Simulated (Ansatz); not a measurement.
# CH₄BOSb: small, medium and large basis sets

Aim: see how fast density functionals converge with the basis set for CH₄BOSb.

The runs use Ansatz 0.2.0, Gaussian basis; one geometry, several basis sets.

Plan: PBE0-D4/def2-SVP; ωB97M-V/def2-SVP; PBE0-D4/def2-QZVPP; ωB97M-V/def2-QZVPP; the functionals' def2-TZVPP values are taken from earlier runs.

1 further run of the same task is left out (for a known fault of the program).

## (1) The relaxed structure

An earlier PBE0-D4 in a triple-zeta def2 set relaxation fixed the geometry. Sb takes the def2 core potential; no spin-orbit term is included.

SMILES `[BH]1C[O][SbH]1`, 8 atoms, charge 0, spin multiplicity 1.

Atoms are counted from 1 here; the program's logs count them from 0.

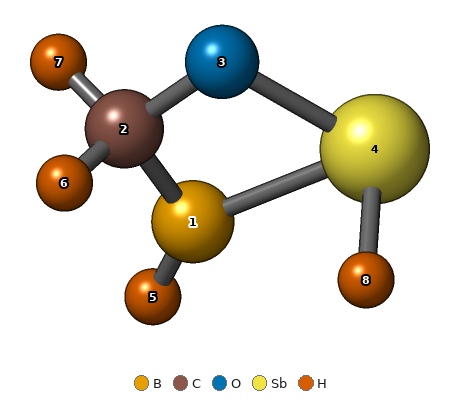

The structure; boron amber, carbon brown, oxygen blue, antimony yellow, hydrogen orange; atoms are numbered from 1 in the order of the file.

## (2) PBE0-D4 in def2-SVP

Input file in.yaml:

```yaml
crystal:
  periodic: [false, false, false]
  atoms:
    - {symbol: B, position_ang: [-0.370871, 0.589527, -0.709934]}
    - {symbol: C, position_ang: [0.707238, 0.357363, 0.391829]}
    - {symbol: O, position_ang: [0.896688, -1.057832, 0.480038]}
    - {symbol: Sb, position_ang: [-0.479731, -1.647756, -0.863491]}
    - {symbol: H, position_ang: [-0.861370, 1.585020, -1.140804]}
    - {symbol: H, position_ang: [0.350926, 0.763298, 1.356758]}
    - {symbol: H, position_ang: [1.663230, 0.873194, 0.202944]}
    - {symbol: H, position_ang: [-1.814009, -1.519915, 0.226862]}
basis:
  gaussian: {orbitals: def2-SVP}
hamiltonian: {xc: pbe0, dispersion: d4}
output: {orbitals: {seedname: orbitals}}
```

Run with:

```console
$ ansatz run in.yaml --threads 2 --pin off --events-out ev --progress --plain --max-ram 4352MiB
```

The runs that follow: ωB97M-V in def2-SVP; PBE0-D4 in def2-QZVPP; ωB97M-V in def2-QZVPP.

Q: Predict the results of all the runs planned. Wanted: PBE0-D4: double and triple zeta above quadruple; ωB97M-V: double and triple zeta above quadruple.

**Answer**, as computed:

| quantity | value |
| --- | --- |
| PBE0-D4: double and triple zeta above quadruple | 5.09, 0.29 eV |
| ωB97M-V: double and triple zeta above quadruple | 5.28, 0.28 eV |

In words: For PBE0-D4 the step from double to triple zeta gains 4.80 eV and the next only 0.29 eV. Total energies overstate the basis error of differences, where much of it tends to cancel.
